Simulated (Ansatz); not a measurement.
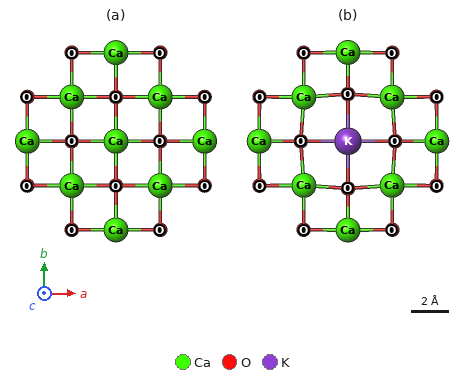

Left: perfect CaO. Right: the same region with one point defect, after relaxing the atoms in a supercell of 54 sites. The picture is a ball-and-stick view of the atoms within 5.4 Å of one point, in a slice 3.4 Å thick across the line of sight, seen along the c axis.

Method: DFT, PBE, plane-wave PAW, default files, scalar-relativistic in Ansatz 0.2.0. (plane-wave cutoff 420 eV; k-point mesh 2 × 2 × 2; occupations fermi dirac; smearing width 0.01 eV; no spin polarisation) A uniform background neutralises the charged cell. The axes drawn are those of the host's conventional cell.

Which defect is it?

A calcium atom is replaced by potassium.

The charge state of the cell is −1.

How does the lattice respond?

In the host the Ca atom has 6 O at 2.41 Å; the K atom ends with 6 O at 2.56 Å. Of the host's atoms, an oxygen atom moves furthest from its site, by 0.16 Å. Relaxing the atoms from the host's sites lowers the energy by 0.95 eV.

Limits of the set-up: the cell is charged, on a uniform background, and energies carry no finite-size correction.
